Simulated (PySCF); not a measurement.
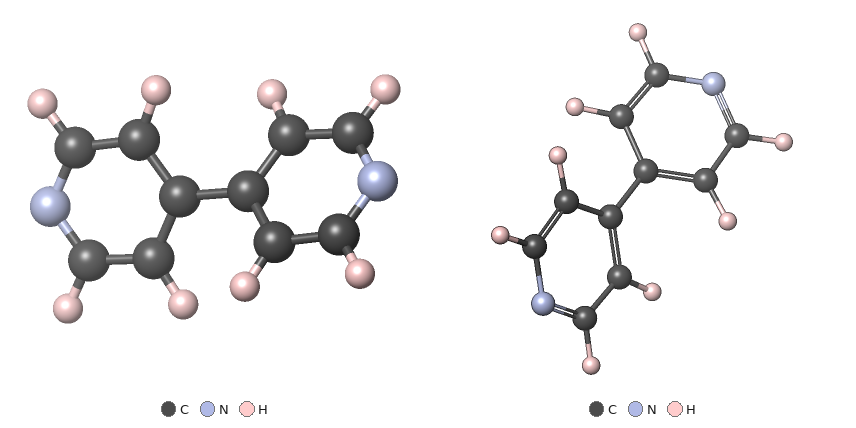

Both panels show the same species.

> Which formula does it have?

C₁₀H₈N₂, 20 atoms: 10 carbon, 8 hydrogen and 2 nitrogen.

> Describe its rings.

Independent rings (smallest set): 2 of 6 members, 2 of them aromatic.

More results for the same structure follow; atom numbers are the same in all pictures, views and colours differ. Computed geometry: PBE0-D3(BJ)/def2-SVP optimisation. No frequency run is at hand to confirm it as a minimum.

Symmetry

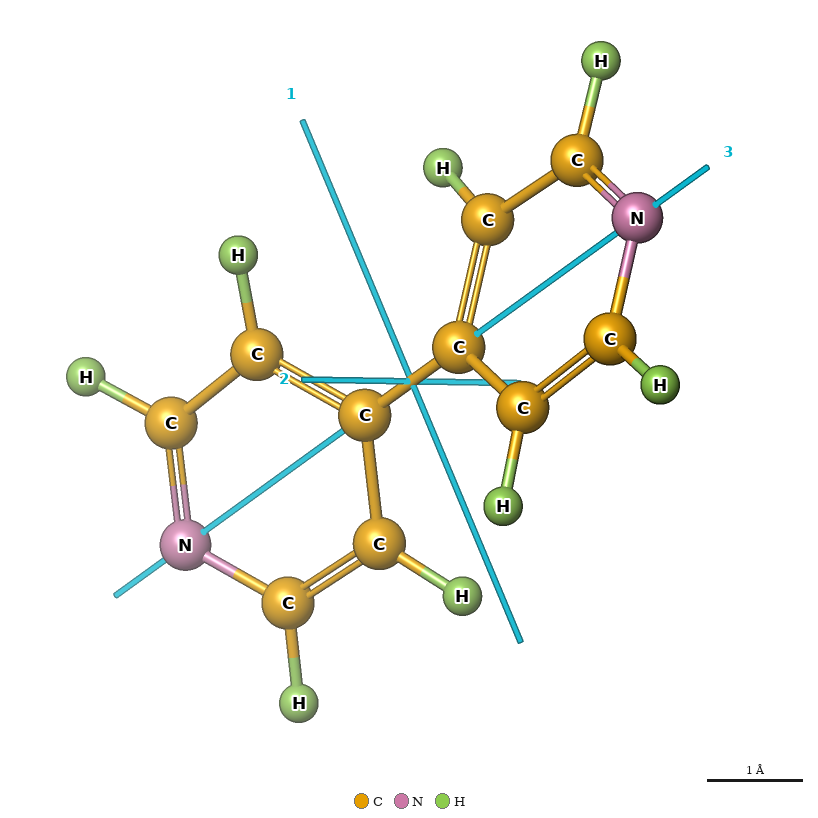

The three principal axes of inertia are drawn and numbered. Distant atoms are faded towards the background colour. No frequency run is at hand to confirm it as a minimum. Masses are those of the most abundant isotopes; constants are for the rigid equilibrium geometry.

> Which line is the a axis (least moment of inertia), which b and which c?

a is line 3, b is line 1, c is line 2; the moments are 166, 931, 1067 u Å².

> Classify the rotor and give the rotational constants (MHz).

An asymmetric top (D2): A = 3039, B = 543, C = 474 MHz. Ray's parameter κ is −0.95, close to the prolate limit.

NMR shielding

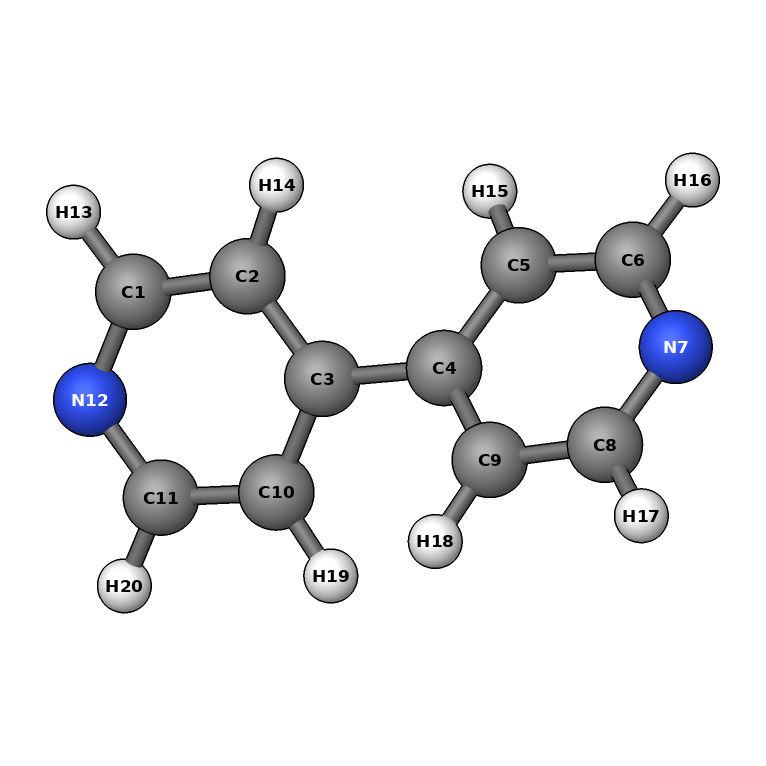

No frequency run is at hand to confirm it as a minimum. Properties computed with GIAO PBE0/pcSseg-1 NMR shielding, non-relativistic, IEF-PCM acetone (PySCF 2.14.0). Principal shieldings σ11 ≤ σ22 ≤ σ33, span Ω = σ33 − σ11, skew κ = 3(σiso − σ22)/Ω.

Give the shielding tensors of the N atoms.

```
   atom     σ11     σ22    σ33   σiso      Ω     κ
N7, N12  −376.5  −172.7  305.7  −81.2  682.1  0.40
```

Shieldings and span in ppm.

Electronic properties

No frequency run is at hand to confirm it as a minimum. Level of theory: PBE0/pcSseg-1 in acetone (IEF-PCM) (PySCF 2.14.0).

Computed properties:

- HOMO energy (Kohn–Sham orbital): −7.71 eV
- LUMO energy (Kohn–Sham orbital): −1.82 eV
- HOMO–LUMO gap: 5.90 eV

Ring current

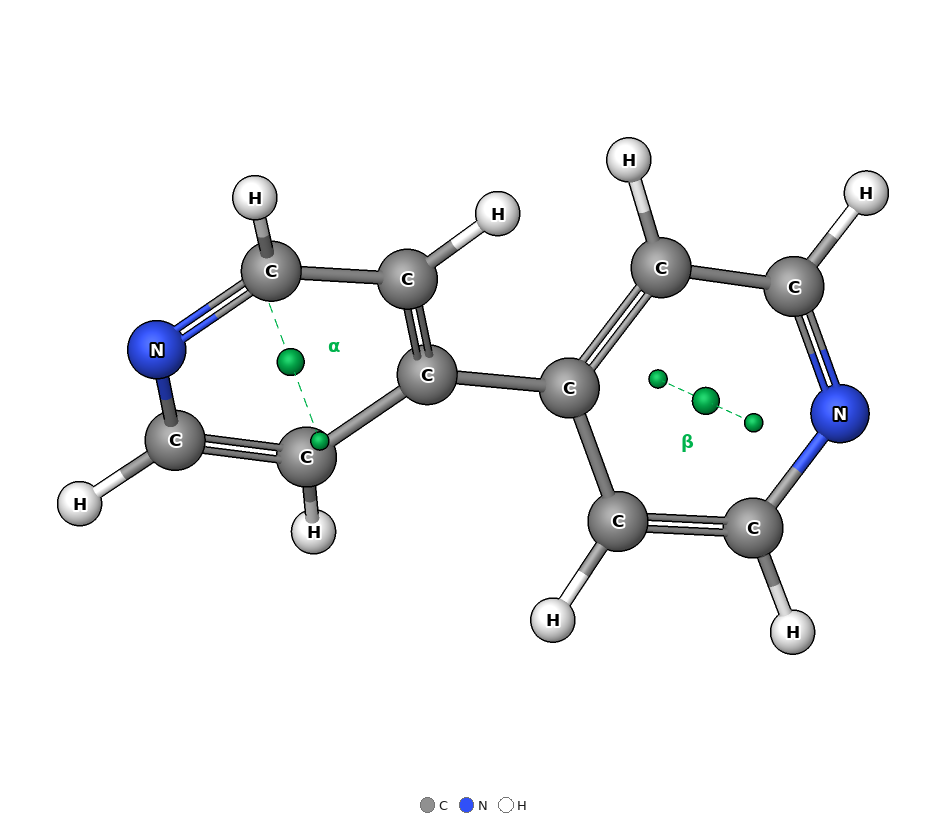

The small points mark where nucleus-independent chemical shifts (NICS) were computed: at the centre of each lettered ring and 1 Å above and below it. No frequency run is at hand to confirm it as a minimum. Properties computed with GIAO PBE0/pcSseg-1 NMR shielding, non-relativistic, IEF-PCM acetone (PySCF 2.14.0).

Give NICS(0), NICS(1) and the out-of-plane component NICS(1)zz for each ring (means of the two sides).

| ring | members | NICS(0) | NICS(1) | NICS(1)zz |
| --- | --- | --- | --- | --- |
| α | C5N | −6.8 | −10.7 | −27.0 |
| β | C5N | −6.8 | −10.7 | −27.0 |

Values in ppm.

> What do the values say about the ring currents?

Ring α: diatropic, as in an aromatic ring. Ring β: diatropic, as in an aromatic ring. NICS is one index among several.
